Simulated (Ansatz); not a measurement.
# B2H2O: molecular dynamics

The plan is to follow the molecule's vibrations and see whether its bonds hold. The start is relaxed first. Runs: 600 steps of 0.5 fs under a Nosé-Hoover thermostat at 200 K. SMILES of the start: B1BO1.

All numbers below are computed with Ansatz 0.2.0 (RKS PBE/def2-SVP).

## (1) The starting structure

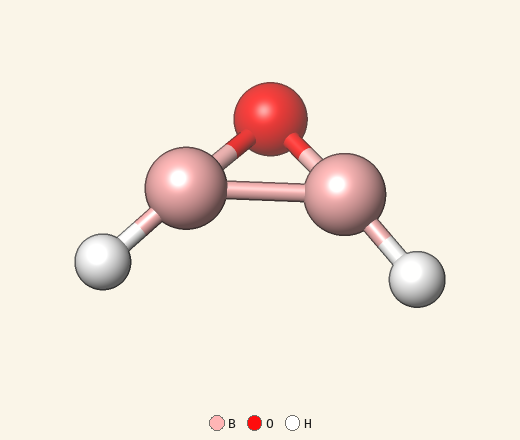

The starting structure, seen from a chosen angle (boron pink, oxygen red, hydrogen white).

As a file:

```xyz
5

B    -0.7571   -0.3932   -0.0959
B     0.6456    0.3301    0.4626
O     0.2373   -1.0569    0.5304
H    -1.4482   -0.1450   -1.0301
H     1.3724    1.1915    0.0915
```

## (2) Preparing the start

The input, input.yaml:

```yaml
crystal:
  periodic: [false, false, false]
  atoms:
    - { symbol: B, position_ang: [-0.7571, -0.3932, -0.0959] }
    - { symbol: B, position_ang: [0.6456, 0.3301, 0.4626] }
    - { symbol: O, position_ang: [0.2373, -1.0569, 0.5304] }
    - { symbol: H, position_ang: [-1.4482, -0.145, -1.0301] }
    - { symbol: H, position_ang: [1.3724, 1.1915, 0.0915] }
basis:
  gaussian: { orbitals: def2-SVP }
hamiltonian:
  xc: pbe
relax:
  f_tol: 0.02
  max_steps: 40
scf:
  lower_state_search: "off"
```

Command:

```console
$ ansatz run input.yaml --threads 1 --pin off --max-ram 2048MiB --backend cpu --events-out ev --progress --plain --runs-dir out
```

Log (excerpt; [...] marks lines left out):

```text
Warning: RAYON_NUM_THREADS=1 ignored (pool sized by the plan → 1); use --threads N
[...]
Functional definition: PBE
[...]
567 factors; their error is unknown
[...]
mean field -3423.04912987 eV, -125.7947352966 hartree, gradient 2.0e-6 eV, S^2 0.000000; 0 other end points of the search recorded, 0 dependent functions left out
[...]
reference -3423.04915884 eV, -125.7947363613 hartree; 10, 10 occupied and 42, 42 virtual orbitals, 567 factors
relax step   1: F+E_penalty+E_count = -3423.04912987 eV  Δ(F+E_penalty+E_count) = +0.000e0 eV  max|allowed force component| = 3.571e0 eV/Å  Δτ_max = 0.0000 Å  (16 SCF iters, accepted)
[...]
relax step   5: F+E_penalty+E_count = -3424.84151886 eV  Δ(F+E_penalty+E_count) = -2.974e-2 eV  max|allowed force component| = 1.691e-1 eV/Å  Δτ_max = 0.0325 Å  (19 SCF iters, accepted)
[...]
relax step   6: F+E_penalty+E_count = -3424.84215273 eV  Δ(F+E_penalty+E_count) = -6.339e-4 eV  max|allowed force component| = 1.435e-2 eV/Å  Δτ_max = 0.0040 Å  (20 SCF iters, accepted)
Total energy: -3424.84218148 eV, -125.8606287280 hartree
Atom 0 at    -0.708235    -0.160557    -0.370703 Å, force    -0.007765    -0.003958    -0.005648 eV/Å
Atom 1 at     0.640314     0.474529     0.170071 Å, force     0.006819     0.007231     0.003724 eV/Å
Atom 2 at     0.219411    -0.832424     0.430009 Å, force     0.000521    -0.002615     0.001321 eV/Å
Atom 3 at    -1.748400    -0.577590    -0.816678 Å, force     0.014354     0.007145     0.006694 eV/Å
Atom 4 at     1.646910     1.022542     0.545801 Å, force    -0.013928    -0.007803    -0.006092 eV/Å
Dipole moment:    -0.003252     0.012814    -0.006850 e Å
Checks for a lower state left out: stability, starts, cluster_reference, orbital_swaps, neighbouring_geometries, increment
```

Wall time 4.6 s (1 thread of Arm Neoverse V1, shared host); peak memory 0.1 GiB.

Relaxation path:

| step | energy from step 1 (eV) | largest force component (eV/Å) |
| --- | --- | --- |
| 1 | 0.0000 | 3.5708 |
| 2 | -0.9473 | 1.9561 |
| 3 | -1.5010 | 1.4656 |
| 4 | -1.7627 | 0.9194 |
| 5 | -1.7924 | 0.1691 |
| 6 | -1.7930 | 0.0144 |

Step 1 is the start.

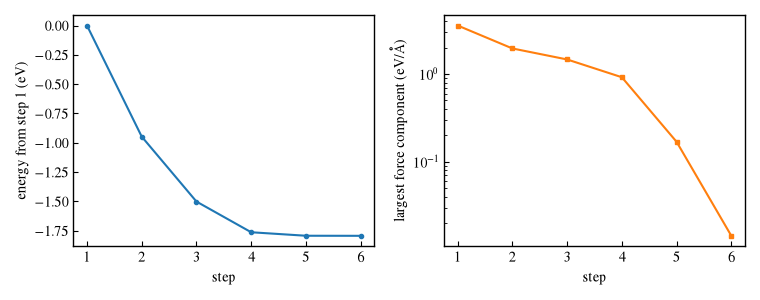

How energy and force went from step to step.

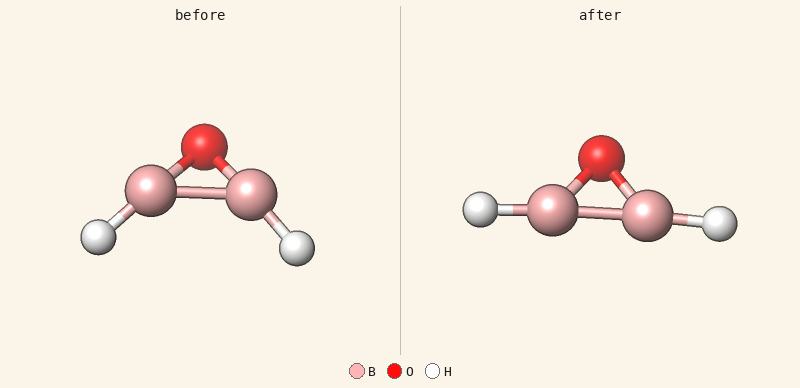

The structure before (left) and after (right), drawn at the same scale.

After: Bond lengths: B1–B2 1.586 Å, B1–O3 1.398 Å, B2–O3 1.397 Å, B1–H4 1.206 Å, B2–H5 1.206 Å. Angles: B1–B2–O3 55.4°, B1–B2–H5 176.4°, O3–B2–H5 128.2°, B2–B1–O3 55.4°, B2–B1–H4 176.4°, O3–B1–H4 128.2°, B1–O3–B2 69.1°.

## (3) Dynamics

600 steps of 0.5 fs under a Nosé-Hoover thermostat at 200 K, from the relaxed start.

The input, input.yaml:

```yaml
crystal:
  periodic: [false, false, false]
  atoms:
    - { symbol: B, position_ang: [-0.708235, -0.160557, -0.370703] }
    - { symbol: B, position_ang: [0.640314, 0.474529, 0.170071] }
    - { symbol: O, position_ang: [0.219411, -0.832424, 0.430009] }
    - { symbol: H, position_ang: [-1.7484, -0.57759, -0.816678] }
    - { symbol: H, position_ang: [1.64691, 1.022542, 0.545801] }
basis:
  gaussian: { orbitals: def2-SVP }
hamiltonian:
  xc: pbe
md:
  timestep: 0.5
  n_steps: 600
  ensemble: nvt_nose_hoover
  temperature: 200.0
  initial_velocities: maxwell_boltzmann
  seed: 616961
scf:
  lower_state_search: "off"
```

Command:

```console
$ ansatz run input.yaml --threads 1 --pin off --max-ram 2048MiB --backend cpu --events-out ev --progress --plain --runs-dir out
```

Log (excerpt; [...] marks lines left out):

```text
Warning: RAYON_NUM_THREADS=1 ignored (pool sized by the plan → 1); use --threads N
[...]
[... 1 set-up line as earlier in the session ...]
[...]
567 factors; their error is unknown
[...]
mean field -3424.84215232 eV, -125.8606276565 hartree, gradient 3.2e-7 eV, S^2 0.000000; 0 other end points of the search recorded, 0 dependent functions left out
[...]
reference -3424.84218075 eV, -125.8606287013 hartree; 10, 10 occupied and 42, 42 virtual orbitals, 567 factors
md step     0: t =     0.00 fs  T =   200.0 K  F+E_penalty+E_count = -3424.84215232 eV  E_kin = 0.077556 eV  conserved = -3424.76459632 eV  (15 SCF iters)
[...]
md step    20: t =    10.00 fs  T =    54.0 K  F+E_penalty+E_count = -3424.78507393 eV  E_kin = 0.020948 eV  conserved = -3424.76421153 eV  (21 SCF iters)
[...]
md step    40: t =    20.00 fs  T =    81.3 K  F+E_penalty+E_count = -3424.79515285 eV  E_kin = 0.031540 eV  conserved = -3424.76436142 eV  (21 SCF iters)
[...]
md step    60: t =    30.00 fs  T =    76.2 K  F+E_penalty+E_count = -3424.79202209 eV  E_kin = 0.029543 eV  conserved = -3424.76431978 eV  (21 SCF iters)
[...]
md step    80: t =    40.00 fs  T =   127.8 K  F+E_penalty+E_count = -3424.81063149 eV  E_kin = 0.049550 eV  conserved = -3424.76434247 eV  (21 SCF iters)
md step    81: t =    40.50 fs  T =   111.6 K  F+E_penalty+E_count = -3424.80418654 eV  E_kin = 0.043275 eV  conserved = -3424.76426928 eV  (21 SCF iters)
```

## (4) The log goes on: dynamics from the start

The log, continued (excerpt; [...] marks lines left out):

```text
md step    82: t =    41.00 fs  T =    98.7 K  F+E_penalty+E_count = -3424.79904271 eV  E_kin = 0.038263 eV  conserved = -3424.76422344 eV  (20 SCF iters)
[...]
md step   108: t =    54.00 fs  T =    57.6 K  F+E_penalty+E_count = -3424.78023542 eV  E_kin = 0.022343 eV  conserved = -3424.76417065 eV  (21 SCF iters)
[...]
md step   134: t =    67.00 fs  T =    89.6 K  F+E_penalty+E_count = -3424.78896259 eV  E_kin = 0.034751 eV  conserved = -3424.76417844 eV  (21 SCF iters)
[...]
md step   160: t =    80.00 fs  T =    57.9 K  F+E_penalty+E_count = -3424.77197647 eV  E_kin = 0.022464 eV  conserved = -3424.76416794 eV  (21 SCF iters)
[...]
md step   184: t =    92.00 fs  T =   119.3 K  F+E_penalty+E_count = -3424.78971278 eV  E_kin = 0.046256 eV  conserved = -3424.76414501 eV  (21 SCF iters)
md step   185: t =    92.50 fs  T =   105.9 K  F+E_penalty+E_count = -3424.78428892 eV  E_kin = 0.041049 eV  conserved = -3424.76415134 eV  (21 SCF iters)
```

## (5) More of the same log: dynamics from the start

The log, continued (excerpt; [...] marks lines left out):

```text
md step   186: t =    93.00 fs  T =    98.4 K  F+E_penalty+E_count = -3424.78123763 eV  E_kin = 0.038161 eV  conserved = -3424.76419347 eV  (21 SCF iters)
[...]
md step   208: t =   104.00 fs  T =   131.5 K  F+E_penalty+E_count = -3424.78809485 eV  E_kin = 0.050988 eV  conserved = -3424.76412291 eV  (21 SCF iters)
[...]
md step   230: t =   115.00 fs  T =   210.5 K  F+E_penalty+E_count = -3424.81185334 eV  E_kin = 0.081639 eV  conserved = -3424.76443883 eV  (21 SCF iters)
[...]
md step   252: t =   126.00 fs  T =   241.3 K  F+E_penalty+E_count = -3424.81650903 eV  E_kin = 0.093559 eV  conserved = -3424.76453466 eV  (21 SCF iters)
[...]
md step   599: t =   299.50 fs  T =   197.8 K  F+E_penalty+E_count = -3424.73793473 eV  E_kin = 0.076700 eV  conserved = -3424.76394331 eV  (21 SCF iters)
[...]
md step   600: t =   300.00 fs  T =   196.1 K  F+E_penalty+E_count = -3424.73712481 eV  E_kin = 0.076048 eV  conserved = -3424.76376612 eV  (21 SCF iters)
Total energy: -3424.73715282 eV, -125.8567689961 hartree
Atom 0 at    -0.711966    -0.169606    -0.368473 Å, force     0.885823     0.957535     0.104775 eV/Å
Atom 1 at     0.636463     0.451763     0.173658 Å, force     0.858611     1.666923    -0.082832 eV/Å
Atom 2 at     0.219722    -0.805767     0.421074 Å, force    -0.029197    -2.042970     0.776660 eV/Å
Atom 3 at    -1.688250    -0.605550    -0.778703 Å, force    -1.420373    -0.558711    -0.605166 eV/Å
Atom 4 at     1.663137     0.968585     0.587266 Å, force    -0.294864    -0.022777    -0.193437 eV/Å
Dipole moment:    -0.022560    -0.029078    -0.002290 e Å
Checks for a lower state left out: stability, starts, cluster_reference, orbital_swaps, neighbouring_geometries, increment
```

Run time: 5.5 min. Hardware: 1 thread of Arm Neoverse V1, shared host; peak memory 0.09 GiB.

## (6) The trajectory

One step in 31; energies are changes from step 0:

| time (fs) | T (K) | potential energy change (meV/atom) | conserved energy change (meV/atom) |
| --- | --- | --- | --- |
| 0.0 | 200 | 0.0 | 0.00 |
| 15.5 | 105 | 7.5 | 0.07 |
| 31.0 | 79 | 9.8 | 0.04 |
| 46.5 | 87 | 9.7 | 0.07 |
| 62.0 | 162 | 4.6 | 0.03 |
| 77.5 | 140 | 7.5 | 0.05 |
| 93.0 | 98 | 12.2 | 0.08 |
| 108.5 | 114 | 12.6 | 0.06 |
| 124.0 | 141 | 12.6 | 0.10 |
| 139.5 | 269 | 5.3 | 0.01 |
| 155.0 | 148 | 17.3 | 0.14 |
| 170.5 | 163 | 18.0 | 0.07 |
| 186.0 | 87 | 25.8 | 0.16 |
| 201.5 | 320 | 9.1 | 0.03 |
| 217.0 | 279 | 13.3 | 0.10 |
| 232.5 | 83 | 29.2 | 0.16 |
| 248.0 | 158 | 23.7 | 0.08 |
| 263.5 | 220 | 19.2 | 0.16 |
| 279.0 | 341 | 9.7 | 0.04 |
| 294.5 | 127 | 26.4 | 0.18 |
| 300.0 | 196 | 21.0 | 0.17 |

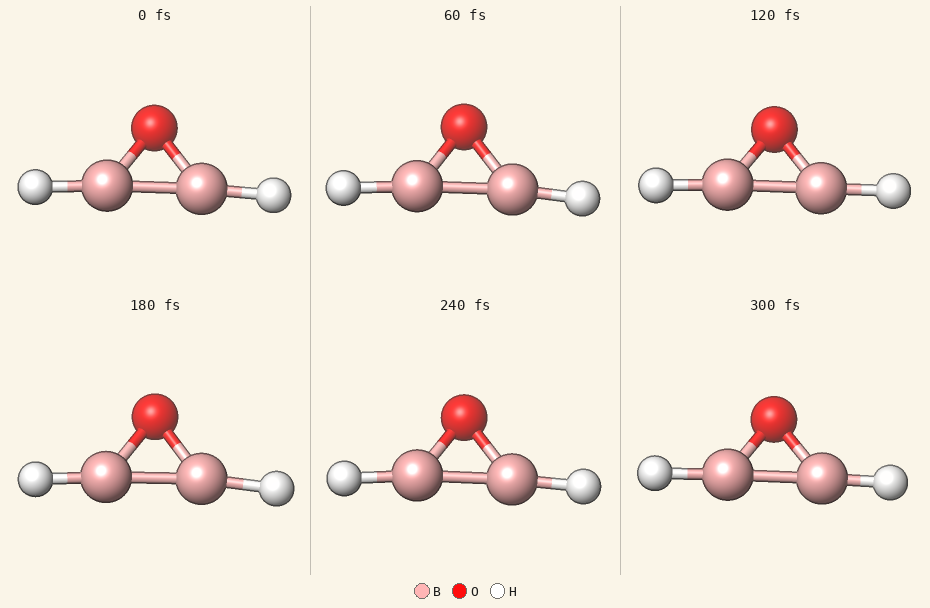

The system at six times, viewed from a chosen angle. Sticks join atoms within a bonding distance in each frame.

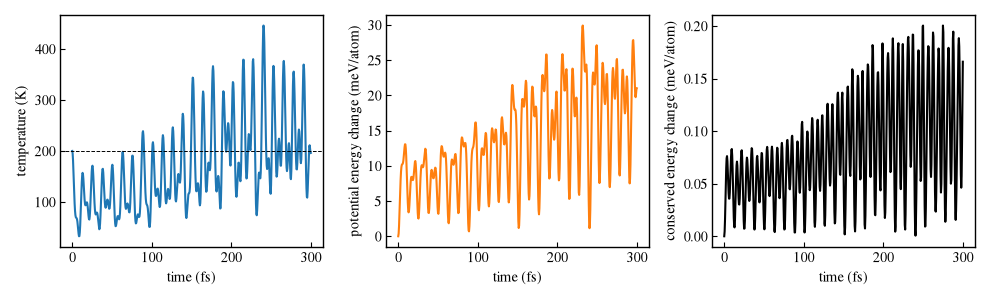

Time series of the run, each on its own scale. The dashed line is the set temperature.

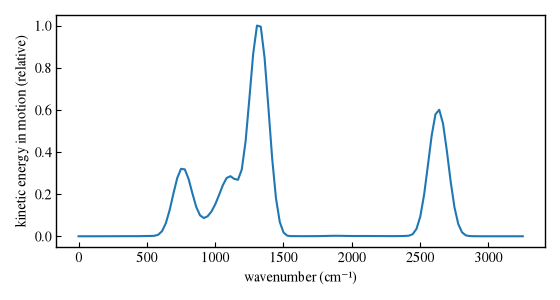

Power spectrum of the mass-weighted velocities; a run of 300 fs resolves no finer than about 220 cm⁻¹.

Maxima of the velocity power spectrum (cm⁻¹, relative height; resolution about 220 cm⁻¹): 750 (32), 1110 (29), 1310 (100), 2640 (60).

## (7) Frames from the trajectory

Extended XYZ, with forces in eV/Å:

```xyz
5
time_fs=37.5 T=155 dE=0.0202
B    -0.711   -0.153   -0.376    0.209   -0.379    0.284
B     0.639    0.479    0.169    0.225   -0.277    0.210
O     0.219   -0.833    0.430   -0.041    0.428   -0.188
H    -1.726   -0.649   -0.775   -0.216    0.144   -0.185
H     1.669    0.979    0.568   -0.177    0.083   -0.121
5
time_fs=75.0 T=181 dE=0.0200
B    -0.708   -0.166   -0.370    0.042    0.307   -0.056
B     0.646    0.473    0.176    0.095    0.242   -0.081
O     0.212   -0.822    0.422    0.428   -0.509    0.447
H    -1.724   -0.644   -0.770   -0.338    0.026   -0.221
H     1.672    1.002    0.561   -0.228   -0.067   -0.089
5
time_fs=112.5 T=181 dE=0.0394
B    -0.721   -0.173   -0.376    1.190    0.640    0.493
B     0.660    0.485    0.179   -0.643   -0.426   -0.253
O     0.212   -0.833    0.426    0.314    0.300    0.067
H    -1.745   -0.595   -0.797   -0.445   -0.171   -0.211
H     1.681    1.063    0.545   -0.416   -0.342   -0.096
5
time_fs=150.0 T=261 dE=0.0363
B    -0.696   -0.164   -0.364   -0.022    0.423   -0.148
B     0.632    0.471    0.168    0.766    0.643    0.165
O     0.215   -0.834    0.428    0.396   -0.340    0.362
H    -1.714   -0.534   -0.807   -0.760   -0.353   -0.316
H     1.641    1.077    0.516   -0.380   -0.373   -0.063
5
time_fs=187.5 T=138 dE=0.1095
B    -0.702   -0.146   -0.373    1.175   -0.410    0.842
B     0.627    0.500    0.152    0.742   -0.883    0.768
O     0.221   -0.866    0.445   -0.282    1.979   -0.931
H    -1.706   -0.503   -0.824   -1.110   -0.420   -0.483
H     1.657    1.058    0.534   -0.525   -0.266   -0.196
5
time_fs=225.0 T=234 dE=0.0859
B    -0.695   -0.162   -0.362    0.436    0.549    0.013
B     0.623    0.463    0.163    1.259    1.110    0.344
O     0.219   -0.832    0.431    0.085   -0.686    0.316
H    -1.691   -0.478   -0.830   -1.409   -0.647   -0.566
H     1.633    1.058    0.528   -0.371   -0.325   -0.107
5
time_fs=262.5 T=171 dE=0.1151
B    -0.743   -0.173   -0.385    2.956    0.878    1.342
B     0.664    0.484    0.177   -0.864   -0.613   -0.195
O     0.223   -0.834    0.434   -0.420    0.641   -0.494
H    -1.743   -0.543   -0.834   -1.091   -0.539   -0.420
H     1.694    1.047    0.576   -0.582   -0.367   -0.233
5
time_fs=300.0 T=196 dE=0.1050
B    -0.712   -0.170   -0.368    0.886    0.958    0.105
B     0.636    0.452    0.174    0.859    1.667   -0.083
O     0.220   -0.806    0.421   -0.029   -2.043    0.777
H    -1.688   -0.606   -0.779   -1.420   -0.559   -0.605
H     1.663    0.969    0.587   -0.295   -0.023   -0.193
```

## (8) Results

| quantity | value |
| --- | --- |
| relaxation of the start | 5 moves, 1.793 eV lower |
| length | 600 steps of 0.5 fs |
| temperature, first and last step | 200 and 196 K |
| temperature, second half | mean 219 K, from 74 to 446 K |
| potential energy, second half | +17 meV/atom from the start |
| largest change of the conserved energy | 0.20 meV/atom |
| bonds formed or broken | 0 |

In words: Against a set 200 K the second half averages 219 K with a spread of 81 K. The conserved energy strays from its start by at most 0.20 meV/atom, 1.5 % of the mean kinetic energy, which is good for a step of 0.5 fs. No bond forms or breaks. A run of 300 fs with 5 atoms shows the motion but fixes no equilibrium value. The nuclei move classically, without zero-point motion, which matters most for hydrogen.
